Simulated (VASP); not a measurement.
Band structure of Mo2AsP3 (space group Cm). Method: PBEsol GGA, VASP's PBE PAW potentials (set 64) (plane waves; VASP).

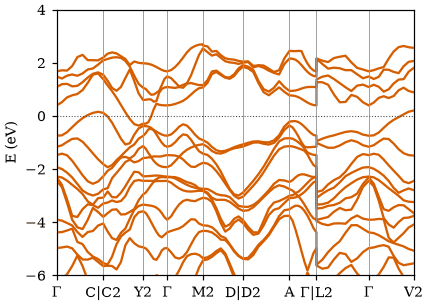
Figure: Bands along high-symmetry lines, zero at the valence-band maximum or, without a gap, the Fermi level

Q: Read the plot: is there a gap, and where are the band edges?

A: It has no gap at this level: it comes out as a metal or semimetal. (Edges off the drawn lines would not show.)

The structure comes from a computed database's Mo2AsP3 entry (Cm); how it stands against other phases isn't given here. It was relaxed first.
